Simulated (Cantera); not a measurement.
Input: 1 mol Al₂O₃, 3 mol HCl, 3.2 mol H₂, at 0.133 bar.

Equilibrium computed with Cantera from the NASA thermochemical tables; the gas is ideal and each condensed phase is pure. Candidate condensed phases: Al, AlCl₃, Al₂O₃, H₂O; 29 gas species. The tables' values for AlCl₂ are old estimates; treat these amounts as uncertain. Condensed phases not in the tables: AlOCl. Kinetics and transport are ignored.

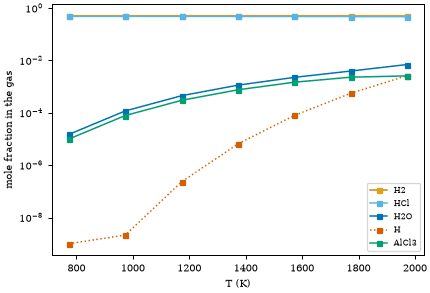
Figure: Equilibrium gas composition (values under 1e-9 drawn at 1e-9)

Read off the mole fractions at 1173 K.

H₂ about 0.52, HCl about 0.48, H₂O about 0.00045, AlCl₃ about 0.00030, H about 2.3e-7.
